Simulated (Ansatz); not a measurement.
# A hypothetical structure for TaIn

This structure for TaIn is made up. Its elements were placed in a known structure type with a cell scaled to their sizes. What cell does the guess relax to, and how far off was it?

Program: Ansatz 0.2.0. Level of theory: DFT, r2SCAN, plane-wave PAW, files of the set soft_1, scalar-relativistic, no spin, cell and ions relaxed at zero pressure; PAW set soft_1. Results are calculated unless marked as measured.

## (1) The structure

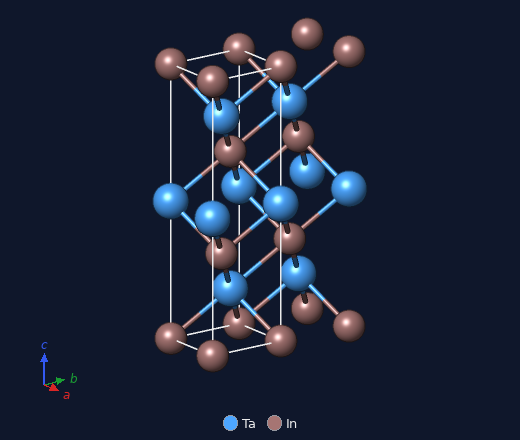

The starting structure, seen slightly off an axis (tantalum blue, indium brown). 1×2×1 cells are drawn. This picture shows the conventional cell, with its axes. Bonds to atoms that aren't drawn are left out. Some periodic images of atoms are drawn too.

## (2) Relaxing cell and atoms

The guessed cell has no reason to be at equilibrium. It is relaxed with the atoms, within the space group of the guess.

File input.yaml:

```yaml
crystal:
  lattice:
    - [1.985, 1.146040284, 3.319]
    - [-1.985, 1.146040284, 3.319]
    - [0.0, -2.292080569, 3.319]
  atoms:
    - { symbol: Ta, position: [0.5, 0.5, 0.5] }
    - { symbol: In, position: [0.0, 0.0, 0.0] }
kpoints:
  mp_grid: { grid: [8, 8, 8] }
scf:
  occupations: { method: fermi_dirac, width: 0.05 }
hamiltonian:
  xc: r2scan
  pseudopotentials: { kind: paw, azcp: { folder: soft_1 } }
relax:
  f_tol: 0.015
  max_steps: 70
  cell: {}
output:
  forces: true
  stress: true
```

The run is started by

```bash
> ansatz run input.yaml --threads 4 --pin off --max-ram 8192MiB --backend cpu --events-out ev --progress --plain --runs-dir out
```

Numbers of over 12 decimals in the logs are rounded to 6 here.

Output:

```text
Engine: ansatz 0.2.0, aarch64-unknown-linux-gnu
Pseudopotentials: kind: paw
Pseudopotential: Ta, paw, valence charge 13, recommended cutoff 500 eV (meta_gga), soft_1/Ta.paw.azcp
Pseudopotential: In, paw, valence charge 13, recommended cutoff 500 eV (meta_gga), soft_1/In.paw.azcp
Functional definition: r2SCAN
  parameter k0 = 0.174
  parameter k1 = 0.065
  parameter a1 = 4.9479
  exchange = r2scan_x(k0 = k0, k1 = k1, a1 = a1)
  correlation = r2scan_c
Crystal: 2 atoms, lattice volume = 45.302 Å³
Basis set: ecut = 500 eV, 1171 PW (Γ), exchange–correlation on 120×120×120 points (64 copies of the dense FFT grid, shifted against one another)
Bands: 17, of which v1, the nominal top of the filled ones, is band 13 counted from 1 (12 counted from 0)
Symmetry: 12 space group operations
Space group: R-3m (ITA 166), of the structure as read, at distance tolerance 3.6e-5 Å
k-points: 65 of 512
Non-local potential: Ta, projectors of the file, l = 0: 3, l = 1: 2, l = 2: 2, l = 3: 1
Non-local potential: In, projectors of the file, l = 0: 2, l = 1: 2, l = 2: 2, l = 3: 1
PAW form: soft (Blöchl's): semilocal exchange-correlation on the pseudo side does not see the compensation charge
PAW frozen core: Ta, regenerated for the run's functional (the file was generated under x = pbe(κ = 0.804, μ = 0.219515), c = pbe(β = 0.066725))
PAW frozen core: In, regenerated for the run's functional (the file was generated under x = pbe(κ = 0.804, μ = 0.219515), c = pbe(β = 0.066725))
PAW one-centre angular grid: Ta, 590 points (default); XC on 160 Gauss nodes
PAW one-centre angular grid: In, 590 points (default); XC on 160 Gauss nodes
Initial density: superposition of atomic densities (chi_scale 0.1, normalization cell, long waves kept (reshape's long-wave potential 0.00 eV rms))
Initial wavefunctions: pseudopotential atomic-orbital guess
Functional: x = r2scan, c = r2scan; τ floored in thin density (d = 2e-4 eV/Å³)
iter 1 solved again at ethr=1.55e-3 eV; its pass at ethr=3.10e-3 eV (dr2=4.02e-1 eV) is discarded
SCF iter   1: F=—  HF=-15555.071229 eV  |F-HF|=—  |Δ(HF+E_count)|=         —  Δρ=3.37e-2  dr2=4.02e-1  dr2_τ=2.69e-2  ethr=1.55e-3  ⟨swp⟩=1.0  Hψ=6742  notcnv=0
preconditioner: auto → Kerker (q_TF=auto, 2.487 Å⁻¹)  [metal: Δε(μ)=0.092 eV  Ē_g=11.326 eV  σ=0.050 eV  W_gap=0.41  n_scr=14 (ndim 8)  ℏωp=23.4 eV  f_vac=0.000  D(μ)=0.89/eV (n_scr^D=0)]
SCF iter   2: F=—  HF=-15555.159258 eV  |F-HF|=—  |Δ(HF+E_count)|=   8.80e-2  Δρ=2.19e-2  dr2=1.34e-1  dr2_τ=6.60e-3  ethr=1.55e-3  ⟨swp⟩=2.0  Hψ=1903  notcnv=0
SCF iter   3: F=—  HF=-15555.241938 eV  |F-HF|=—  |Δ(HF+E_count)|=   8.27e-2  Δρ=6.24e-3  dr2=1.02e-2  dr2_τ=7.96e-4  ethr=5.16e-4  ⟨swp⟩=3.0  Hψ=2145  notcnv=0
SCF iter   4: F=—  HF=-15555.251465 eV  |F-HF|=—  |Δ(HF+E_count)|=   9.53e-3  Δρ=1.00e-3  dr2=2.26e-4  dr2_τ=1.92e-5  ethr=3.94e-5  ⟨swp⟩=2.4  Hψ=2285  notcnv=0
SCF iter   5: F=—  HF=-15555.252053 eV  |F-HF|=—  |Δ(HF+E_count)|=   5.89e-4  Δρ=2.16e-4  dr2=1.58e-5  dr2_τ=1.38e-6  ethr=8.68e-7  ⟨swp⟩=2.0  Hψ=1935  notcnv=0
SCF iter   6: F=—  HF=-15555.252108 eV  |F-HF|=—  |Δ(HF+E_count)|=   5.51e-5  Δρ=6.85e-5  dr2=1.94e-6  dr2_τ=5.86e-7  ethr=6.08e-8  ⟨swp⟩=3.0  Hψ=2317  notcnv=0
SCF iter   7: F=—  HF=-15555.252116 eV  |F-HF|=—  |Δ(HF+E_count)|=   7.44e-6  Δρ=2.73e-5  dr2=3.83e-7  dr2_τ=3.21e-9  ethr=7.48e-9  ⟨swp⟩=2.1  Hψ=1584  notcnv=0
SCF iter   8: F=-15555.252118 eV  HF=-15555.252118 eV  |F-HF|=6.61e-8  |Δ(HF+E_count)|=   1.75e-6  Δρ=8.88e-6  dr2=5.58e-8  dr2_τ=1.74e-9  ethr=3.85e-10  ⟨swp⟩=5.0  Hψ=3993  notcnv=0
SCF 1 converged in 8 iterations: F = -15555.252118 eV  dr2 = 5.58e-8
  greatest PAW one-centre occupation: 0.999 electrons in one spin orbital (limit 2), on the Ta atom at site 0 (counted from 0), in its partial waves of l = 0
relax step   1: F+E_penalty+E_count = -15555.25211763 eV  Δ(F+E_penalty+E_count) = +0.000e0 eV  max|allowed force component| = 1.249e-29 eV/Å  Δτ_max = 0.0000 Å  P = -3.963 GPa  Ω = 45.302 Å³  (8 SCF iters, dr2 threshold 1.00e-7 eV, accepted)
Crystal: 2 atoms, lattice volume = 40.762 Å³
Basis set: ecut = 500 eV, 1001 PW (Γ), exchange–correlation on 120×120×120 points (64 copies of the dense FFT grid, shifted against one another)
Initial density: handed on by an earlier stage of this run
Initial wavefunctions: those handed on with the density
iter 1 solved again at ethr=9.39e-5 eV; its pass at ethr=3.10e-3 eV (dr2=2.44e-2 eV) is discarded
SCF iter   1: F=—  HF=-15554.931104 eV  |F-HF|=—  |Δ(HF+E_count)|=         —  Δρ=6.08e-3  dr2=2.38e-2  dr2_τ=1.91e-1  ethr=9.39e-5  ⟨swp⟩=1.0  Hψ=6991  notcnv=0
preconditioner: auto → Kerker (q_TF=auto, 2.531 Å⁻¹)  [metal: Δε(μ)=0.067 eV  Ē_g=12.197 eV  σ=0.050 eV  W_gap=0.30  n_scr=14 (ndim 8)  ℏωp=24.7 eV  f_vac=0.000  D(μ)=0.74/eV (n_scr^D=0)]
SCF iter   2: F=—  HF=-15555.194648 eV  |F-HF|=—  |Δ(HF+E_count)|=   2.64e-1  Δρ=2.78e-3  dr2=4.42e-3  dr2_τ=4.49e-4  ethr=9.15e-5  ⟨swp⟩=2.0  Hψ=2212  notcnv=0
SCF iter   3: F=—  HF=-15555.194459 eV  |F-HF|=—  |Δ(HF+E_count)|=   1.90e-4  Δρ=8.44e-4  dr2=2.58e-4  dr2_τ=2.49e-5  ethr=1.70e-5  ⟨swp⟩=2.3  Hψ=1513  notcnv=0
SCF iter   4: F=—  HF=-15555.194502 eV  |F-HF|=—  |Δ(HF+E_count)|=   4.30e-5  Δρ=2.28e-4  dr2=1.80e-5  dr2_τ=2.72e-6  ethr=9.90e-7  ⟨swp⟩=2.4  Hψ=1535  notcnv=0
SCF iter   5: F=—  HF=-15555.194507 eV  |F-HF|=—  |Δ(HF+E_count)|=   5.89e-6  Δρ=9.20e-5  dr2=1.80e-6  dr2_τ=1.11e-7  ethr=6.91e-8  ⟨swp⟩=2.2  Hψ=1709  notcnv=0
SCF iter   6: F=—  HF=-15555.194509 eV  |F-HF|=—  |Δ(HF+E_count)|=   1.43e-6  Δρ=3.28e-5  dr2=2.52e-7  dr2_τ=2.48e-8  ethr=7.69e-10  ⟨swp⟩=5.0  Hψ=4086  notcnv=0
SCF iter   7: F=-15555.194509 eV  HF=-15555.194509 eV  |F-HF|=3.71e-8  |Δ(HF+E_count)|=   3.58e-7  Δρ=7.66e-6  dr2=1.85e-8  dr2_τ=8.64e-10  ethr=7.69e-10  ⟨swp⟩=4.3  Hψ=3541  notcnv=0
SCF 2 converged in 7 iterations: F = -15555.194509 eV  dr2 = 1.85e-8
relax step   2: F+E_penalty+E_count = -15555.19450927 eV  Δ(F+E_penalty+E_count) = +5.761e-2 eV  max|allowed force component| = 1.052e-30 eV/Å  Δτ_max = 0.0000 Å  P = +9.328 GPa  Ω = 40.762 Å³  energy of the carried Pulay correction = +4.601e-4 eV  (7 SCF iters, dr2 threshold 2.00e-7 eV, rejected (line search))
Crystal: 2 atoms, lattice volume = 43.841 Å³
Basis set: ecut = 500 eV, 1111 PW (Γ), exchange–correlation on 120×120×120 points (64 copies of the dense FFT grid, shifted against one another)
iter 1 solved again at ethr=4.08e-5 eV; its pass at ethr=3.10e-3 eV (dr2=1.06e-2 eV) is discarded
SCF iter   1: F=—  HF=-15555.108188 eV  |F-HF|=—  |Δ(HF+E_count)|=         —  Δρ=3.93e-3  dr2=1.08e-2  dr2_τ=9.74e-2  ethr=4.08e-5  ⟨swp⟩=1.0  Hψ=7026  notcnv=0
[...]
relax step  10: F+E_penalty+E_count = -15555.30827363 eV  Δ(F+E_penalty+E_count) = -2.062e-2 eV  max|allowed force component| = 2.630e-31 eV/Å  Δτ_max = 0.0000 Å  P = +2.255 GPa  Ω = 42.202 Å³  energy of the carried Pulay correction = +3.038e-4 eV  (7 SCF iters, dr2 threshold 2.00e-7 eV, accepted)
relax step  11: F+E_penalty+E_count = -15555.37184909 eV  Δ(F+E_penalty+E_count) = -6.358e-2 eV  max|allowed force component| = 5.680e-29 eV/Å  Δτ_max = 0.0000 Å  P = +1.725 GPa  Ω = 41.838 Å³  energy of the carried Pulay correction = +3.397e-4 eV  (8 SCF iters, dr2 threshold 2.00e-7 eV, accepted)
relax step  12: F+E_penalty+E_count = -15555.52081006 eV  Δ(F+E_penalty+E_count) = -1.490e-1 eV  max|allowed force component| = 8.283e-30 eV/Å  Δτ_max = 0.0000 Å  P = +1.356 GPa  Ω = 41.313 Å³  energy of the carried Pulay correction = +3.929e-4 eV  (8 SCF iters, dr2 threshold 2.00e-7 eV, accepted)
relax step  13: F+E_penalty+E_count = -15555.79556835 eV  Δ(F+E_penalty+E_count) = -2.748e-1 eV  max|allowed force component| = 1.367e-29 eV/Å  Δτ_max = 0.0000 Å  P = +1.913 GPa  Ω = 40.458 Å³  energy of the carried Pulay correction = +4.818e-4 eV  (8 SCF iters, dr2 threshold 2.00e-7 eV, accepted)
relax step  14: F+E_penalty+E_count = -15556.13676814 eV  Δ(F+E_penalty+E_count) = -3.412e-1 eV  max|allowed force component| = 6.942e-29 eV/Å  Δτ_max = 0.0000 Å  P = +3.069 GPa  Ω = 39.406 Å³  energy of the carried Pulay correction = +5.943e-4 eV  (7 SCF iters, dr2 threshold 2.00e-7 eV, accepted)
relax step  15: F+E_penalty+E_count = -15556.39918621 eV  Δ(F+E_penalty+E_count) = -2.624e-1 eV  max|allowed force component| = 6.206e-29 eV/Å  Δτ_max = 0.0000 Å  P = +4.299 GPa  Ω = 38.513 Å³  energy of the carried Pulay correction = +6.916e-4 eV  (6 SCF iters, dr2 threshold 2.00e-7 eV, accepted)
relax step  16: F+E_penalty+E_count = -15556.53085752 eV  Δ(F+E_penalty+E_count) = -1.317e-1 eV  max|allowed force component| = 1.683e-29 eV/Å  Δτ_max = 0.0000 Å  P = +3.410 GPa  Ω = 38.251 Å³  energy of the carried Pulay correction = +7.193e-4 eV  (6 SCF iters, dr2 threshold 2.00e-7 eV, accepted)
relax step  17: F+E_penalty+E_count = -15556.55217678 eV  Δ(F+E_penalty+E_count) = -2.132e-2 eV  max|allowed force component| = 2.524e-29 eV/Å  Δτ_max = 0.0000 Å  P = -0.628 GPa  Ω = 38.941 Å³  energy of the carried Pulay correction = +6.407e-4 eV  (6 SCF iters, dr2 threshold 2.00e-7 eV, accepted)
relax step  18: F+E_penalty+E_count = -15556.55247245 eV  Δ(F+E_penalty+E_count) = -2.957e-4 eV  max|allowed force component| = 6.995e-29 eV/Å  Δτ_max = 0.0000 Å  P = -0.003 GPa  Ω = 38.801 Å³  energy of the carried Pulay correction = +6.564e-4 eV  (4 SCF iters, dr2 threshold 2.00e-7 eV, accepted)
relax step  19: F+E_penalty+E_count = -15556.63476608 eV  Δ(F+E_penalty+E_count) = -8.229e-2 eV  max|allowed force component| = 2.104e-29 eV/Å  Δτ_max = 0.0000 Å  P = +2.677 GPa  Ω = 38.801 Å³  stress off target by 7.64e0 GPa  SCF on the basis re-selected at this cell (its energy is not comparable with the rows above)  (8 SCF iters)
relax step  20: F+E_penalty+E_count = -15556.65648659 eV  Δ(F+E_penalty+E_count) = -2.172e-2 eV  max|allowed force component| = 2.104e-30 eV/Å  Δτ_max = 0.0000 Å  P = +0.837 GPa  Ω = 39.250 Å³  energy of the carried Pulay correction = -6.129e-5 eV  (6 SCF iters, dr2 threshold 2.00e-7 eV, accepted)
relax step  21: F+E_penalty+E_count = -15556.65922892 eV  Δ(F+E_penalty+E_count) = -2.742e-3 eV  max|allowed force component| = 4.207e-30 eV/Å  Δτ_max = 0.0000 Å  P = +0.112 GPa  Ω = 39.447 Å³  energy of the carried Pulay correction = -8.797e-5 eV  (5 SCF iters, dr2 threshold 2.00e-7 eV, accepted)
relax step  22: F+E_penalty+E_count = -15556.65924073 eV  Δ(F+E_penalty+E_count) = -1.182e-5 eV  max|allowed force component| = 4.207e-30 eV/Å  Δτ_max = 0.0000 Å  P = -0.008 GPa  Ω = 39.480 Å³  energy of the carried Pulay correction = -9.238e-5 eV  (4 SCF iters, dr2 threshold 9.53e-8 eV, accepted)
iter 1 solved again at ethr=8.53e-9 eV; its pass at ethr=3.10e-3 eV (dr2=2.22e-6 eV) is discarded
SCF iter   1: F=—  HF=-15556.659039 eV  |F-HF|=—  |Δ(HF+E_count)|=         —  Δρ=3.62e-4  dr2=1.00e-6  dr2_τ=9.09e-7  ethr=8.53e-9  ⟨swp⟩=3.6  Hψ=8843  notcnv=0
preconditioner: auto → Kerker (q_TF=auto, 2.545 Å⁻¹)  [metal: Δε(μ)=0.071 eV  Ē_g=12.872 eV  σ=0.050 eV  W_gap=0.31  n_scr=14 (ndim 8)  ℏωp=25.1 eV  f_vac=0.000  D(μ)=1.23/eV (n_scr^D=2)]
SCF iter   2: F=—  HF=-15556.659269 eV  |F-HF|=—  |Δ(HF+E_count)|=   2.30e-4  Δρ=1.84e-4  dr2=2.62e-7  dr2_τ=2.65e-6  ethr=3.86e-9  ⟨swp⟩=2.0  Hψ=1599  notcnv=0
SCF iter   3: F=—  HF=-15556.659351 eV  |F-HF|=—  |Δ(HF+E_count)|=   8.17e-5  Δρ=4.67e-6  dr2=4.30e-9  dr2_τ=1.36e-9  ethr=1.01e-9  ⟨swp⟩=2.0  Hψ=1855  notcnv=0
SCF iter   4: F=—  HF=-15556.659351 eV  |F-HF|=—  |Δ(HF+E_count)|=   2.59e-8  Δρ=1.27e-6  dr2=8.84e-10  dr2_τ=6.47e-11  ethr=1.66e-11  ⟨swp⟩=2.8  Hψ=1848  notcnv=0
SCF iter   5: F=—  HF=-15556.659351 eV  |F-HF|=—  |Δ(HF+E_count)|=  3.06e-10  Δρ=3.57e-7  dr2=5.82e-11  dr2_τ=3.76e-12  ethr=3.40e-12  ⟨swp⟩=2.0  Hψ=1353  notcnv=0
SCF iter   6: F=-15556.659351 eV  HF=-15556.659351 eV  |F-HF|=7.28e-12  |Δ(HF+E_count)|=  4.73e-11  Δρ=8.94e-8  dr2=3.42e-12  dr2_τ=1.19e-13  ethr=1.00e-12  ⟨swp⟩=5.9  Hψ=4535  notcnv=0
SCF 23 converged in 6 iterations: F = -15556.659351 eV  dr2 = 3.42e-12
relax step  23: F+E_penalty+E_count = -15556.65935073 eV  Δ(F+E_penalty+E_count) = -1.100e-4 eV  max|allowed force component| = 3.787e-29 eV/Å  Δτ_max = 0.0000 Å  P = -0.006 GPa  Ω = 39.480 Å³  stress off target by 8.28e-3 GPa  SCF on the basis re-selected at this cell (its energy is not comparable with the rows above)  (6 SCF iters)
basis re-selected at this cell: Δ(F+E_penalty+E_count) = -1.100e-4 eV, ΔP = +0.002 GPa vs the last step (what re-selecting the basis moved, of the pressure what is left beyond the Pulay correction that the steps carried, after the strain that the cell walked since its last selection, with what the two solves' SCF thresholds leave and, on support functions, any second-order correction that the steps lacked; it is no m [...]
SCF converged after 6 iterations
Free energy (F): -15556.659351 eV
Harris-Foulkes:  -15556.659351 eV  (|F-HF|=7.28e-12)
Internal energy: -15556.649811 eV  (E = F + TS)
E sigma→0 (E₀):  -15556.654581 eV
Entropy (-TS):   -0.009540 eV (-4.770 meV/atom)
Fermi energy:    15.773819 eV
--- Per-component energies (eV) ---
  E_band       = -119.998083
  E_kinetic    = 612.622043
  E_local      = -1437.280837  (includes V_loc(G=0)·N_el)
  E_nonlocal   = 316.002079
  E_hartree    = 557.634673
  E_xc         = -437.333827
  E_vxc        = -355.099579  (∫ρ·V_xc dr)
  E_paw        = -12567.800361  (= ΣΔE_a)
  E_vpaw       = -391.190600  (= ΣTr[D̂ρ^β])
  E_aug_tail   = -0.000014  (compensation charges beyond the density's cutoff)
  E_vtau       = 19.679462  (kinetic-family band-sum trace: ∫τ·v_τ [+ j·A + Jᵃ·Aᵃ] dr)
  E_ewald      = -2600.702579
  E_core_change = 0.209012  (= ΣΔE_core)
  E_smearing   = -0.009540  (= −TS)
  E_closure    = 0.000000  (closes the sum)
  Σ components = -15556.659351   (vs F -15556.659351, Δ=0.00e0)
--- Forces (eV/Å), atoms counted from 1 ---
  atom   1  Ta     0.00000000    -0.00000000    -0.00000000
  atom   2  In     0.00000000     0.00000000     0.00000000
  max |Σ_I F_I| component: 5.89e-29 eV/Å
--- Stress (GPa, compression-positive) ---
       -0.008284      -0.000000      -0.000000
       -0.000000      -0.008284      -0.000000
       -0.000000      -0.000000      -0.001798
  P = ⅓ Tr σ = -0.0061 GPa (-0.061 kbar)
--- Relaxed structure (21 steps of the walk, 20 accepted, 2 SCFs on fresh bases) ---
  F+E_penalty+E_count = -15556.65935073 eV   max|allowed force component| = 3.787e-29 eV/Å   (the final SCF, on the basis selected at the relaxed cell)
  cell:  # Å, volume = 39.4799 Å³
    - [1.521591, 0.878491, 4.922546]
    - [-1.521591, 0.878491, 4.922546]
    - [0, -1.756982, 4.922546]
  atoms:
    - { symbol: Ta, position: [0.5, 0.5, 0.500000] }
    - { symbol: In, position: [0, 0, 0] }
```

Wall time 63 s (4 threads of Arm Neoverse N1, shared host); peak memory 0.65 GiB.

Step by step (22 of 23):

```
step  energy less that of the first step (eV)  largest force component (eV/Å)  pressure (GPa)  volume (Å³)
   1                                   0.0000                          0.0000           -3.96        45.30
   2                                   0.0576                          0.0000            9.33        40.76
   3                                  -0.0210                          0.0000           -0.49        43.84
   4                                  -0.0215                          0.0000            0.05        43.63
   5                                  -0.0219                          0.0000            0.22        43.55
   6                                  -0.0225                          0.0000            0.29        43.51
   7                                  -0.0234                          0.0000            0.24        43.51
   8                                  -0.0321                          0.0000           -0.23        43.52
   9                                  -0.0355                          0.0000            0.82        43.05
  10                                  -0.0562                          0.0000            2.26        42.20
  11                                  -0.1197                          0.0000            1.73        41.84
  13                                  -0.5434                          0.0000            1.91        40.46
  14                                  -0.8846                          0.0000            3.07        39.41
  15                                  -1.1471                          0.0000            4.30        38.51
  16                                  -1.2787                          0.0000            3.41        38.25
  17                                  -1.3001                          0.0000           -0.63        38.94
  18                                  -1.3004                          0.0000            0.00        38.80
 19*                                  -1.3826                          0.0000            2.68        38.80
  20                                  -1.4044                          0.0000            0.84        39.25
  21                                  -1.4071                          0.0000            0.11        39.45
  22                                  -1.4071                          0.0000           -0.01        39.48
 23*                                  -1.4072                          0.0000           -0.01        39.48
```

Relaxation steps marked * repeat the geometry before them on a plane-wave basis chosen anew for their cell, so energy and pressure can jump there. Other such steps can lie between the rows shown. Relaxation step 2 was tried and not accepted.

Forces are held to the 12 operations that the run works with; a distortion that breaks them can't arise in this run.

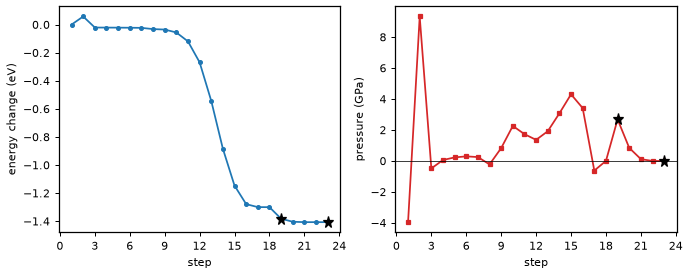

Energy and pressure along the relaxation. Stars mark steps on a basis chosen anew.

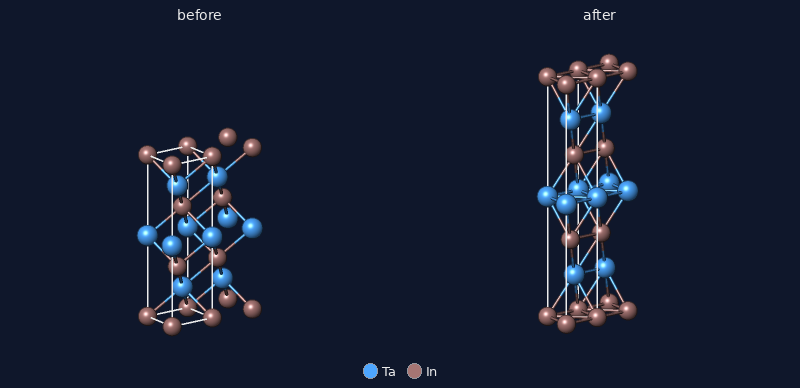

Before and after, at one scale. Bonds to atoms that aren't drawn are left out.

```
     cell as run  before  after   change
           a (Å)   4.034  5.227  +29.6 %
           b (Å)   4.034  5.227  +29.6 %
           c (Å)   4.034  5.227  +29.6 %
           α (°)   58.96  33.85  -42.6 %
           β (°)   58.96  33.85  -42.6 %
           γ (°)   58.96  33.85  -42.6 %
volume (Å³/atom)   22.65  19.74  -12.9 %
```

Final coordinates:

```cif
data_structure
_symmetry_space_group_name_H-M 'P 1'
_symmetry_Int_Tables_number 1
_cell_length_a 5.2267
_cell_length_b 5.2267
_cell_length_c 5.2267
_cell_angle_alpha 33.850
_cell_angle_beta 33.850
_cell_angle_gamma 33.850
_cell_volume 39.48
loop_
_atom_site_label
_atom_site_type_symbol
_atom_site_fract_x
_atom_site_fract_y
_atom_site_fract_z
_atom_site_occupancy
Ta1 Ta 0.50000 0.50000 0.50000 1
In2 In 0.00000 0.00000 0.00000 1
```

Numbers from this step:

```yaml
free_energy: -15556.6594 eV
energy_at_zero_smearing: -15556.6546 eV
smearing_term_ts: 0.009540 eV
fermi_energy: 15.77 eV
electrons: 26
symmetry_operations: 12
pressure: -0.006122 GPa
```

The shortest distance of each pair, which need not be the same contact before and after:

```
 pair  guess (Å)  relaxed (Å)
In–Ta      2.830        3.024
Ta–Ta      3.970        3.043
In–In      3.970        3.043
```

The relaxation ends with a pressure of -0.01 GPa.

## (3) Outcome

```
space group, relaxed : R-3m
conventional cell    : a = 3.043, b = 3.043, c = 14.768 Å; α = 90.0°, β = 90.0°, γ = 120.0°
volume per atom      : 19.74 Å³ (guess 22.65)
```

TaIn relaxes to R-3m with a = 3.043, b = 3.043 and c = 14.768 Å. The guessed volume was 15 % too large. The space group R-3m was held in the relaxation, so the end point is a stationary structure within it and may be a saddle against distortions or other arrangements. Mesh and cutoff weren't tested. A vector of the cell changed its length by 30 %, so the starting arrangement is largely lost and the mesh was laid for another shape. Spin-orbit coupling is left out, which can matter for elements this heavy. No dispersion term is used, so weakly bound directions may come out too long. The runs have no spin, and magnetism wasn't tested. Nothing here tests whether the compound is stable against decomposition.

[Logs are printed without paths, hosts, clocks, repeated set-up lines and the standing remarks that a program may print on its own settings, such as how far it seeks lower states.]

[Hosts, paths, dates, database ids (printed as entryN), source tags and the programs' standing remarks are cut or masked in the printed files.]
